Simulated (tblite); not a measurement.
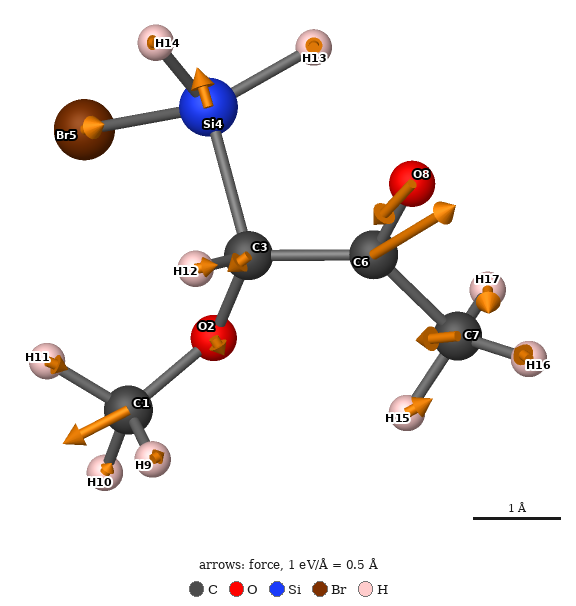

Starting geometry of C₄H₉BrO₂Si with the computed forces as orange arrows. Style: ball-and-stick. Shown face on.

These are results of GFN2-xTB geometry optimisation, gas phase (tblite), not measurements. 

> What follows when this structure is relaxed?

It isn't relaxed: the largest force vector, on C6, is 3.12 eV/Å. The final displacements have little in common with the starting forces (cosine between the two patterns 0.10). The energy falls by 43.2 kJ/mol in 190 geometry steps. The largest moves after the best rigid fit, 1.41 Å, are those of Br5 and H14. By element the largest moves are Br 1.41 Å, H 1.40 Å, O 0.74 Å, C 0.42 Å, Si 0.30 Å. Near-neighbour distances that change, for instance: Si4–Br5 2.241 → 2.203 Å, C6–O8 1.245 → 1.210 Å, C7–H17 1.121 → 1.088 Å, C3–C6 1.465 → 1.496 Å. Among the angles between lasting bonds that change: H13–Si4–H14 108.2° → 116.1°, C3–C6–C7 122.7° → 116.0°, Br5–Si4–H13 112.4° → 106.3°. Groups turn about C3–Si4 by about 55°, C6–C7 by about 50°, O2–C3 by about 35°.
